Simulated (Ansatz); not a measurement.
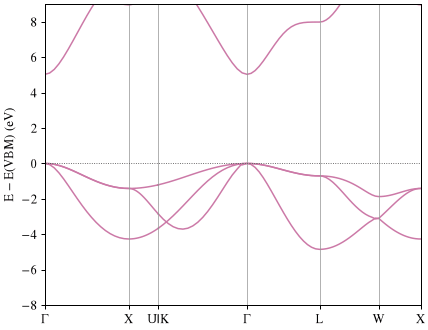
Band structure from DFT-LDA in the program Ansatz with PAW potentials

**Question.** Read off the gap and where the band edges lie.

**Answer.** About 5.0 eV (5.03 eV by a search for the band edges); maximum at Γ, minimum at Γ.

The material is MgO (rock salt, space group No. 225).

Space group Fm-3m (rock salt). The LDA relaxation kept the symmetry of its start; phonons on a q-mesh show no instability.

Potentials: the later of the program's two PAW sets.
